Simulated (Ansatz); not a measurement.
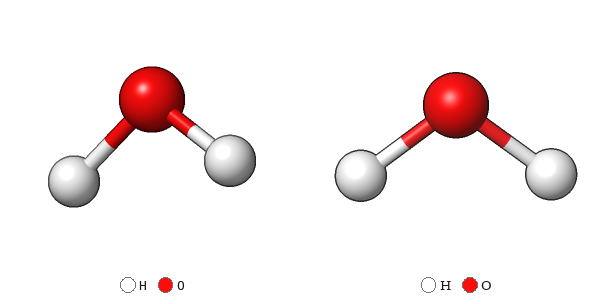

Both panels show the same species.

The computed structure is the end point of a PBE0-D4/def2-TZVP optimisation.

Identify the structure.

It has 3 atoms: 2 hydrogen and 1 oxygen (H2O). This geometry has C2v symmetry. Coordination: 1 O bent.

The parts below concern this one geometry. Atoms keep their numbers from picture to picture.

**Electronic properties**

Properties computed with RKS PBE0-D4/def2-TZVPP (Ansatz 0.2.0).

Question: Estimate the LUMO energy (Kohn–Sham orbital).

Answer: 0.85 eV.

Question: Give the HOMO energy (Kohn–Sham orbital) at this level.

Answer: −8.90 eV.

**Dipole moment**

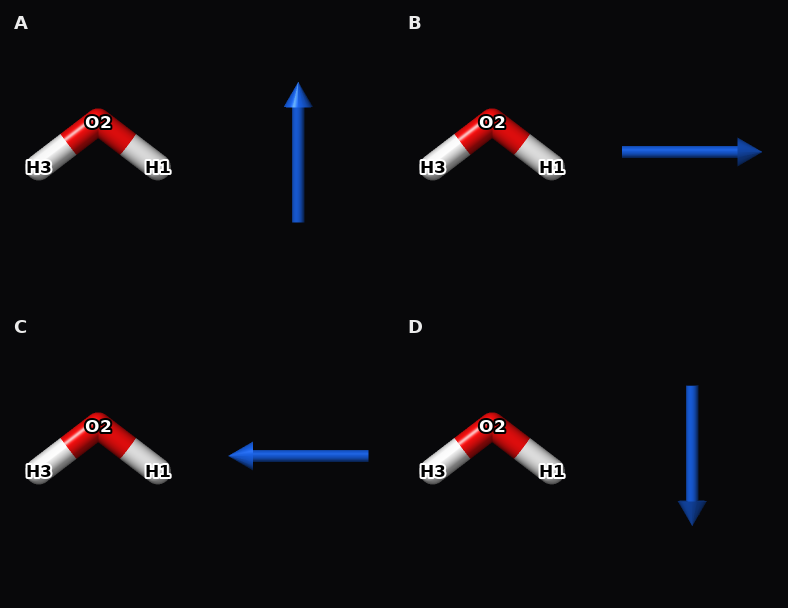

The same molecule four times, each with an arrow. Method: RKS PBE0-D4/def2-TZVP (Ansatz 0.2.0).

Question: Which arrow points along the dipole moment, from the negative to the positive end?

Answer: D. The dipole moment is 2.07 D; it points from the side of O2 to the side of H1, H3 (the outermost atoms at the two ends).

**Thermal motion**

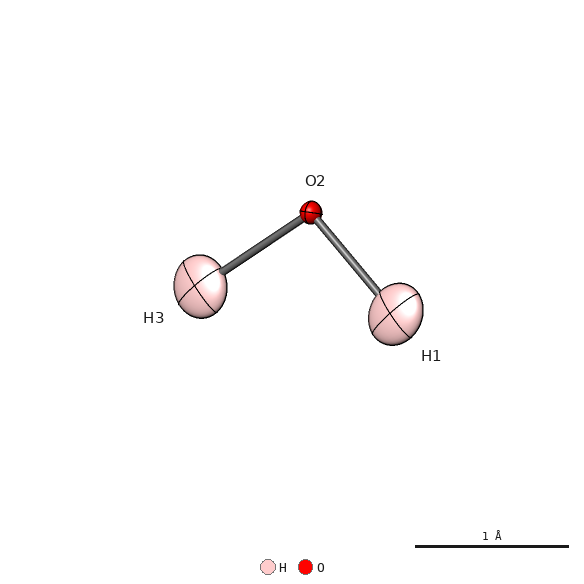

Displacement ellipsoids at the 50 % level, enlarged 2 times, from the internal vibrations of the free molecule (harmonic, no overall translation or rotation; no half-axis is drawn under 0.075 Å). Vibrations computed with RKS PBE0-D4/def2-TZVP (Ansatz 0.2.0). Temperature: 298 K.

Give the displacement parameters, one line for each set of equivalent atoms.

```json
{"atom": "H1, H3", "U_eq (Å²)": "0.0029", "rms amplitudes (Å)": "0.000, 0.063, 0.069"}
{"atom": "O2", "U_eq (Å²)": "0.00003", "rms amplitudes (Å)": "0.000, 0.004, 0.008"}
```
